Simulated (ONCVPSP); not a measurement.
```yaml
element: N (Z = 7)
generator: ONCVPSP 4.0.1
type: optimised norm-conserving Vanderbilt (ONCV)
functional: PBE
relativity: scalar-relativistic
frozen_core: [He]
valence_charge: 5
reference_configuration: 2s2 2p3
partial_waves: 2s: rc 1.15 bohr, ncon 4, nbas 7, qcut 5.9 1/bohr, 2 projectors, debl 3.4 Ha; 2p: rc 1.75 bohr, ncon 3, nbas 6, qcut 6.6 1/bohr, 1 projector; d scattering state at 0.18 Ha: rc 1.65 bohr, ncon 4, nbas 8, qcut 5.5 1/bohr, 1 projector
local_potential: polynomial inside 0.70 bohr (lpopt 5, dvloc0 -1 Ha)
core_correction: Teter function, fcfact 3, rcfact 1.7
```

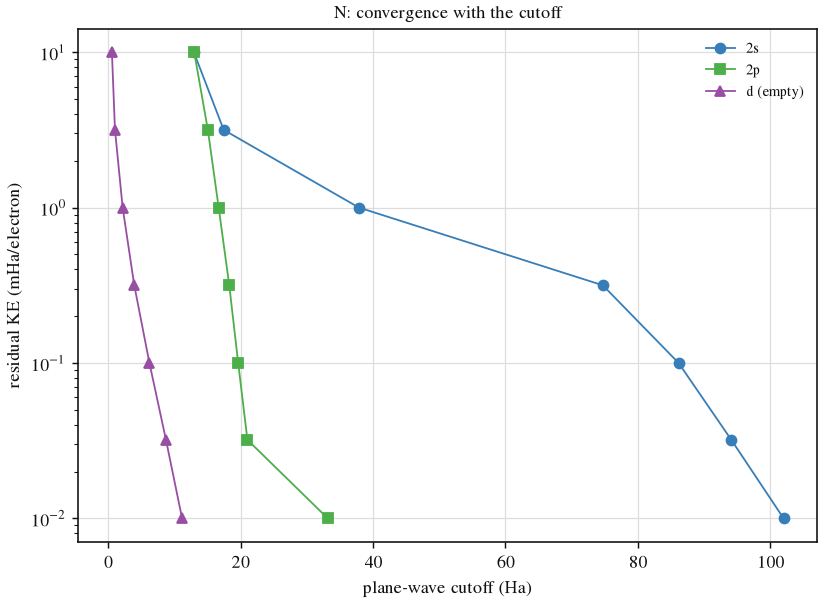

Residual kinetic energy of the pseudo-waves (the first of each channel, and further valence shells) beyond the plane-wave cutoff, as the generator prints it.

> Which cutoffs does the potential need for its occupied states?

38 Ha for 1 mHa and 86 Ha for 0.1 mHa per electron. The first is set by 2s.

> At which cutoff does each wave reach 1 mHa per electron?

2s: 38 Ha; 2p: 17 Ha; d (empty): 2.2 Ha.

> Which wave is the hardest at 1 mHa per electron, and which settings govern it?

2s, with rc = 1.15 bohr and qcut = 5.9 1/bohr. The optimisation minimises, but can't always remove, the kinetic energy above qcut²/2 = 17.4 Ha, and a larger rc would as a rule soften the wave at some cost in transferability.
